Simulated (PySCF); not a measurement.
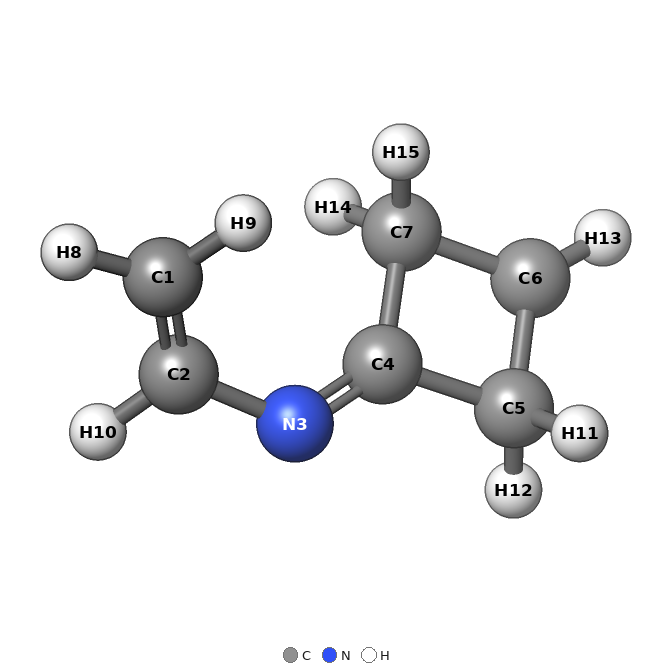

State: neutral, doublet. Computed geometry: GFN2-xTB optimisation. No frequency run is at hand to confirm it as a minimum. Computed with UKS B3LYP, pcH-1 on C H N, non-relativistic (PySCF 2.14.0). Fermi-contact and spin-dipolar terms alone, no spin-orbit part.

Question: Which nucleus has the largest dipolar (anisotropic) hyperfine coupling?

Answer: 13C at C6: principal values −81.8, −80.4, 162.2 MHz.

List the isotropic and dipolar parts for the most strongly coupled nuclei, one of each equivalent set.

```tsv
atom	isotope	a_iso (MHz)	dipolar part (MHz)
C6	13C	98.3	−81.8, −80.4, 162.2
H13	1H	−64.3	−38.8, −0.3, 39.0
H15	1H	121.4	−4.8, −4.0, 8.8
H11	1H	121.8	−4.8, −3.9, 8.7
H12	1H	116.4	−4.6, −3.6, 8.2
H14	1H	114.2	−4.5, −3.6, 8.1
C5	13C	−35.3	−2.9, 0.7, 2.2
C7	13C	−36.1	−2.8, 0.5, 2.3
```
